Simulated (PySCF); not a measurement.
**C$_{2}$H$_{8}$Se, SMILES `CC.[SeH2]`: what the electrons do**

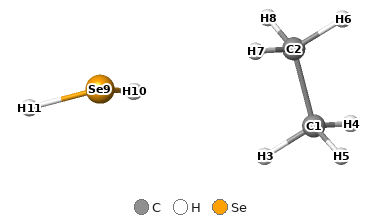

The molecule, with its atoms numbered as below. The pair's geometry is semi-empirical, so its contact may be too short or too long.

Geometry (Å), atoms numbered from 1:

```
C1      -2.7268   -0.6830   -0.0525
C2      -2.2873    0.7688    0.0537
H3      -1.8938   -1.3533    0.1550
H4      -3.5227   -0.8962    0.6576
H5      -3.0932   -0.8989   -1.0533
H6      -3.1084    1.4388   -0.1900
H7      -1.4680    0.9714   -0.6373
H8      -1.9476    0.9975    1.0628
Se9      1.2431    0.0070   -0.0467
H10      0.4316   -0.4377    1.0511
H11      2.4209   -0.5731    0.5358
```

### 1. Bonding charge

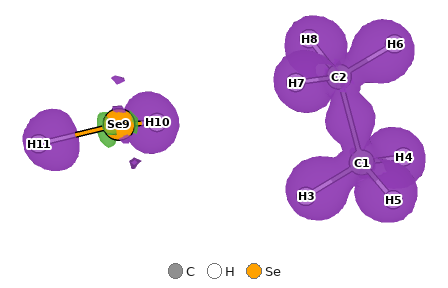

Deformation density (molecule less spherical, spin-averaged free atoms at the same positions), surfaces at ±0.15 e/Å³; purple: gain, green: loss.

Method: CAM-B3LYP/def2-TZVP; geometry: GFN2-xTB; program: PySCF.

**How much density has each bond gained at its critical point, relative to the free atoms?**

C1–H5: +0.73 e/Å³ at the bond critical point (bond length 1.09 Å, Mayer order 1.0). C2–H6: +0.73 e/Å³ at the bond critical point (bond length 1.09 Å, Mayer order 1.0). C1–H4: +0.73 e/Å³ at the bond critical point (bond length 1.09 Å, Mayer order 1.0). C1–H3: +0.73 e/Å³ at the bond critical point (bond length 1.09 Å, Mayer order 1.0). C2–H8: +0.73 e/Å³ at the bond critical point (bond length 1.09 Å, Mayer order 1.0). C2–H7: +0.73 e/Å³ at the bond critical point (bond length 1.09 Å, Mayer order 1.0). C1–C2: +0.48 e/Å³ at the bond critical point (bond length 1.52 Å, Mayer order 0.9). Se9–H10: +0.33 e/Å³ at the bond critical point (bond length 1.44 Å, Mayer order 1.0). Se9–H11: +0.33 e/Å³ at the bond critical point (bond length 1.44 Å, Mayer order 1.0). In all, 2.4 electrons gather in the regions of gain relative to the promolecule.

**Where do the Hirshfeld charges lie?**

The highest Hirshfeld charge is on H6 (+0.04 e), the lowest on C2 (−0.12 e).

### 2. Bond critical points

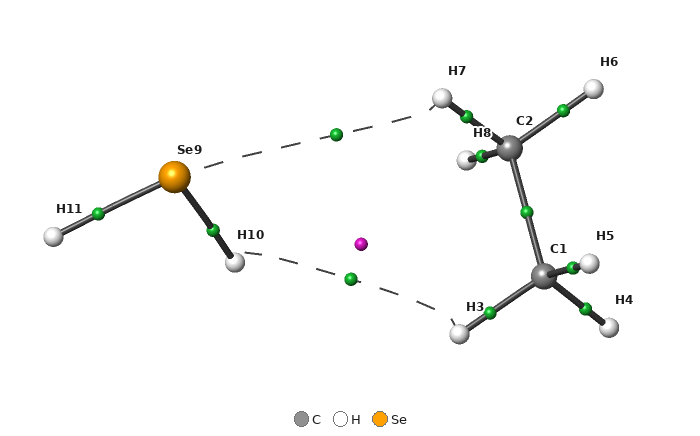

Molecular graph of the electron density (QTAIM): bond paths, bond critical points (green), ring points (magenta, if any); weak paths are dashed.

**How many critical points of each kind are there, and does the count close?**

11 nuclei, 11 bond, 1 ring and 0 cage critical points: 11 − 11 + 1 − 0 = 1, as the Poincaré–Hopf relation requires.

**Tabulate density, Laplacian, ellipticity and energy density at the bond critical points (atomic units).**

```tsv
bond	length (Å)	ρ (a.u.)	∇²ρ (a.u.)	ε	H (a.u.)
C1–H5	1.087	0.281	−0.97	0.01	−0.285
C2–H6	1.087	0.281	−0.97	0.01	−0.285
C1–H4	1.088	0.280	−0.97	0.01	−0.285
C1–H3	1.089	0.280	−0.96	0.01	−0.283
C2–H8	1.089	0.280	−0.96	0.01	−0.283
C2–H7	1.091	0.279	−0.96	0.01	−0.282
C1–C2	1.521	0.248	−0.62	0.00	−0.214
Se9–H10	1.436	0.187	−0.34	0.12	−0.163
Se9–H11	1.436	0.187	−0.34	0.12	−0.163
H7–Se9	2.938	0.007	+0.02	0.15	+0.001
H3–H10	2.655	0.004	+0.01	0.03	+0.001
```

**What kind of interaction is C1–H5?**

Shared-shell (covalent): ρ = 0.281, ∇²ρ = −0.97, H = −0.285 a.u.

**Are there bond paths between atoms that aren't covalently bonded?**

Yes: H7–Se9 (2.94 Å, ρ = 0.007); H3–H10 (2.65 Å, ρ = 0.004).

### 3. Local ionisation energy

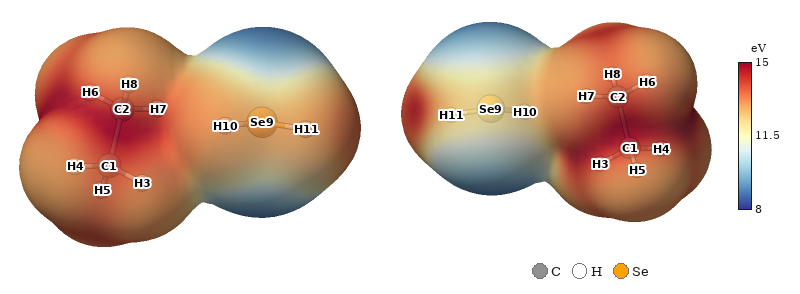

Average local ionisation energy on the surface of electron density 0.001 a.u. (back view left, front view right).

**Where are the most loosely bound electrons on this surface?**

The lowest value is 8.9 eV, 2.4 Å from Se9. Further minima include 12.8 eV, 1.4 Å from H5. For comparison, the highest occupied orbital lies at −8.4 eV.

### 4. Weak contacts

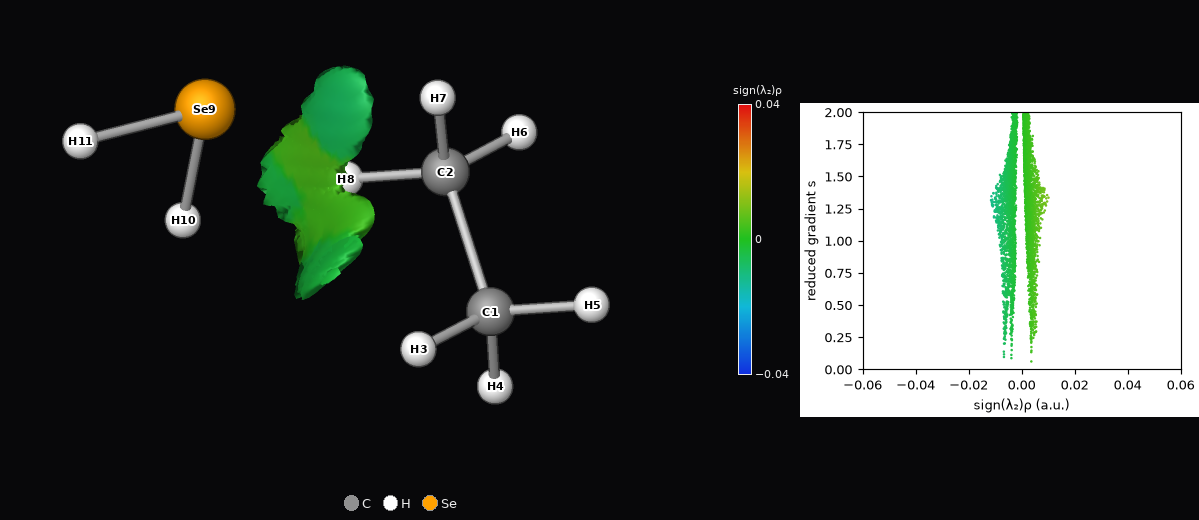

Non-covalent interaction surfaces between the fragments (reduced density gradient s = 0.5, coloured by sign(λ₂)ρ in a.u.; trimmed to the region between the fragments where ρ is under 0.06 a.u.). Fragment A: H6C2 (atoms 1–8); fragment B: H2Se. The plot gives s against sign(λ₂)ρ for grid points between the fragments.

**How strongly are they bound?**

The counterpoise-corrected interaction energy of the frozen fragments is +0.3 kcal/mol without dispersion correction and −1.0 kcal/mol with D3(BJ). The pair geometry is semi-empirical, not a minimum at this level.
